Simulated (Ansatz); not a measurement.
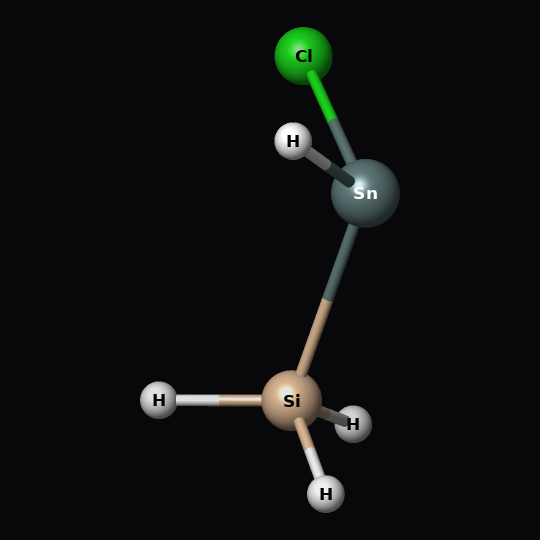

Ball-and-stick drawing of a structure.

Charge 0, doublet. The geometry was computed by an optimisation with PBE0-D4/def2-TZVP.

Description:

The molecule is ClH₄SiSn. SMILES: `[SiH3][SnH][Cl]`. Among its groups: Si–H bond. This geometry has C1 symmetry. It is an open-shell species. Coordination: 1 Si tetrahedral; 1 Sn trigonal pyramidal.

More results for the same structure follow; atom numbers are the same in all pictures, views and colours differ.

## Shape

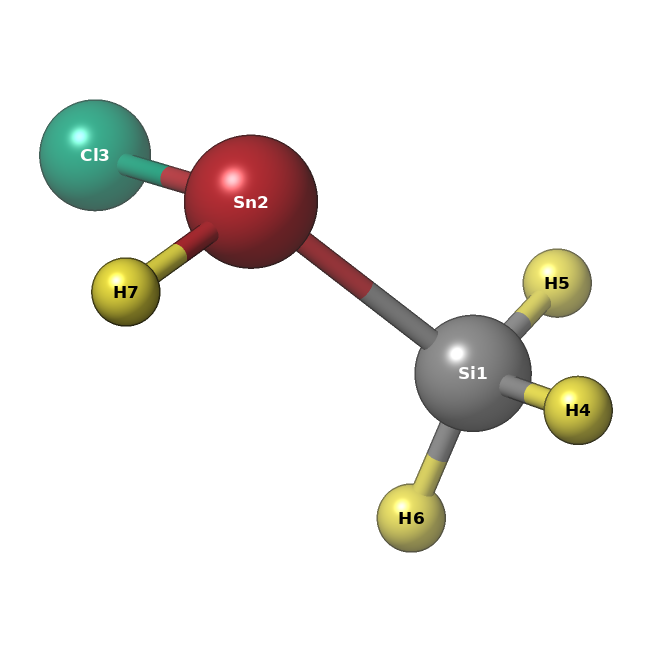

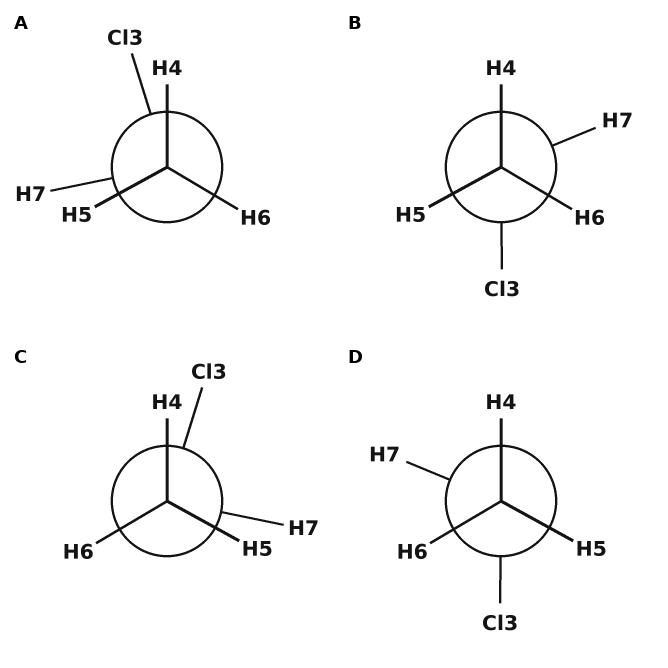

Depth is shown by fading: the farther an atom, the more it takes the colour of the background. Bonds that would overlap in a projection are set slightly apart.

Which Newman projection shows the view along Si1–Sn2, with Si1 in front?

D. The torsion angle H4–Si1–Sn2–Cl3 is 180°, antiperiplanar (anti).

## Charges

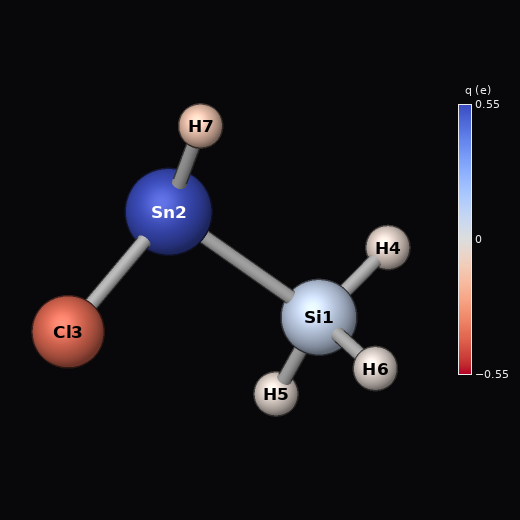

Atoms are coloured by their Mulliken charges. Method: UKS B3LYP-D4/def2-TZVPP, core potentials on Sn (Ansatz 0.2.0).

List the Mulliken charges.

```
atom  value (e)
 Si1       0.08
 Sn2       0.54
 Cl3      −0.39
  H4      −0.04
  H5      −0.04
  H6      −0.03
  H7      −0.12
```

## Vibrations

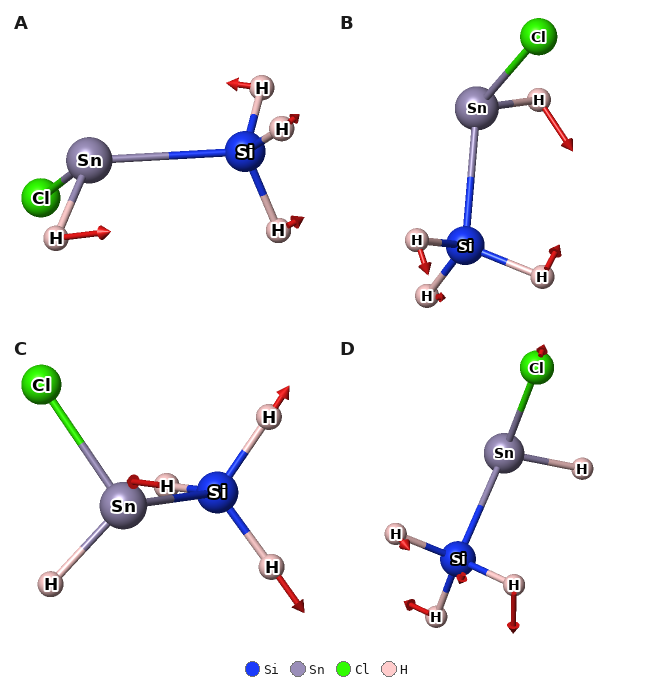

4 normal modes of one molecule or complex, as arrows. Harmonic vibrations computed with UKS PBE0-D4/def2-TZVP, core potentials on Sn (Ansatz 0.2.0) at a stationary point of the same level.

Match the panels to the wavenumbers 75 cm⁻¹, 344 cm⁻¹, 556 cm⁻¹, 2216 cm⁻¹.

A: 556 cm⁻¹, angle bending
B: 344 cm⁻¹, angle bending
C: 2216 cm⁻¹, in-phase stretching of 2 Si–H bonds
D: 75 cm⁻¹

## Levels of theory compared

Program: Ansatz 0.2.0.

At this fixed geometry, give HOMO energy (eV), dipole (D) at these levels: B3LYP-D4/def2-TZVPP; PBE-D4/def2-TZVPP; r2SCAN-D4/def2-TZVPP; ωB97M-V/def2-TZVPP.

| level | HOMO energy (eV) | dipole (D) |
| --- | --- | --- |
| B3LYP-D4/def2-TZVPP | −6.04 | 2.70 |
| PBE-D4/def2-TZVPP | −5.28 | 2.50 |
| r2SCAN-D4/def2-TZVPP | −5.63 | 2.68 |
| ωB97M-V/def2-TZVPP | −8.21 | 2.80 |

Mulliken values depend strongly on the basis set and can even reverse the polarity of a bond.
